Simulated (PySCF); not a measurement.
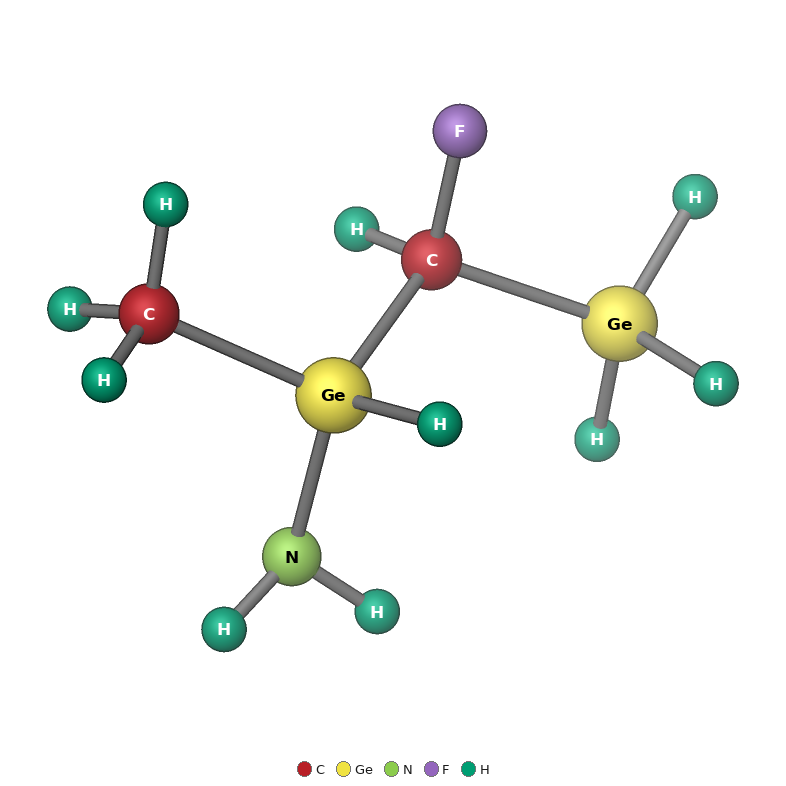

Depth is shown by fading: the farther an atom, the more it takes the colour of the background. Computed geometry: GFN2-xTB optimisation. No frequency run is at hand to confirm it as a minimum.

**Which symmetry elements does this geometry have?**

It has no symmetry element but the identity, so the point group is C1. The group has 1 operation. The geometry is chiral, and symmetry allows a dipole moment.
